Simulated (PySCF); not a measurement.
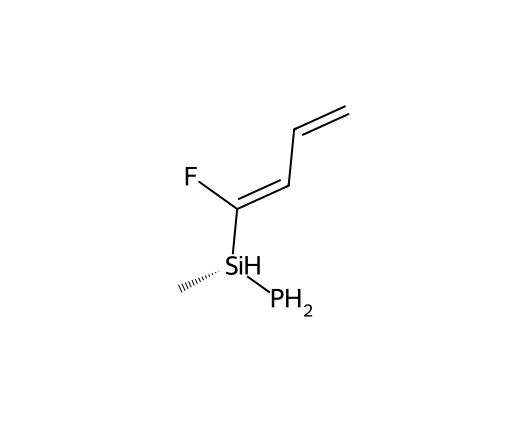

The computed structure is the end point of a GFN2-xTB optimisation. No frequency run is at hand to confirm it as a minimum. Level of theory: PBE0/pcSseg-1, gas phase (PySCF 2.14.0).

Computed properties:

The species is C₅H₁₀FPSi (`C=C/C=C(\F)[Si@@H](C)P`).
- dipole moment: 1.47 D
- HOMO energy (Kohn–Sham orbital): −6.76 eV
- LUMO energy (Kohn–Sham orbital): −1.13 eV
- HOMO–LUMO gap: 5.63 eV

The geometry is semi-empirical. Around P, Si such bond lengths and angles can be off by a tenth of an ångström or more and by several degrees, and values that hang on the shape move with them.
